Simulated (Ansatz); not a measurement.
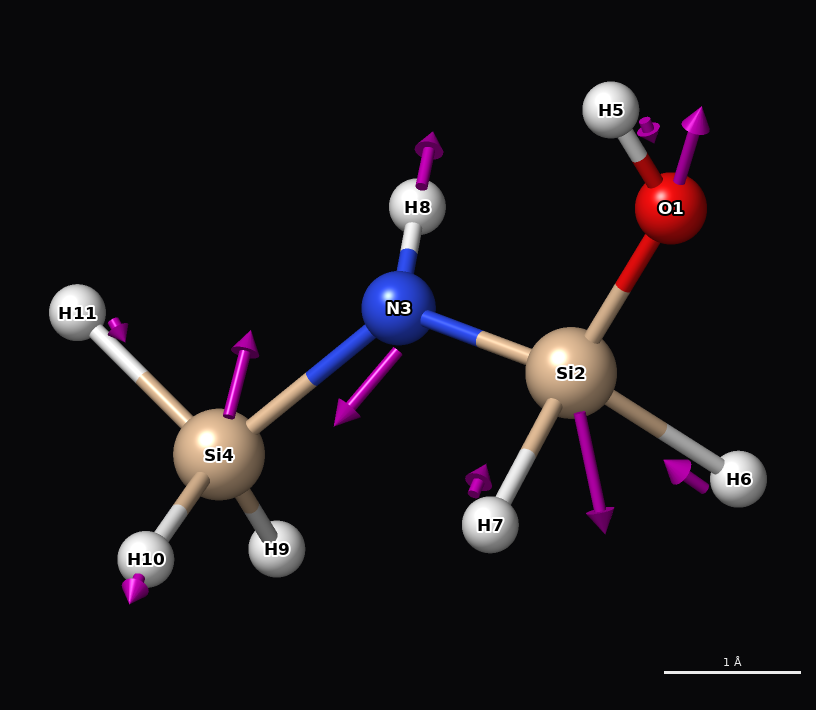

Arrows show the forces on the atoms, 0.2 Å of arrow for 1 eV/Å; forces under a tenth of the largest aren't drawn. Level of theory: r2SCAN-D4/def2-TZVPP (Ansatz 0.2.0).

**On which atom is the force largest, and how large is it?**

On Si2: 4.65 eV/Å.

**Which bond do the forces act along most?**

O1–Si2, now 1.567 Å: the forces push its atoms apart, so a first step downhill lengthens it.

List the force components in the frame of the picture (x right, y up, z towards the viewer), in eV/Å.

```csv
atom,Fx,Fy,Fz
O1,0.84,2.78,1.72
Si2,0.95,−4.48,−0.78
N3,−2.36,−2.78,0.47
Si4,0.82,3.20,−1.18
H5,0.36,−0.86,−0.50
H6,−1.53,1.07,1.08
H7,0.47,1.13,−0.79
H8,0.42,2.05,−1.58
H9,−0.06,−0.31,0.34
H10,−0.36,−0.99,0.92
H11,0.45,−0.81,0.30
```
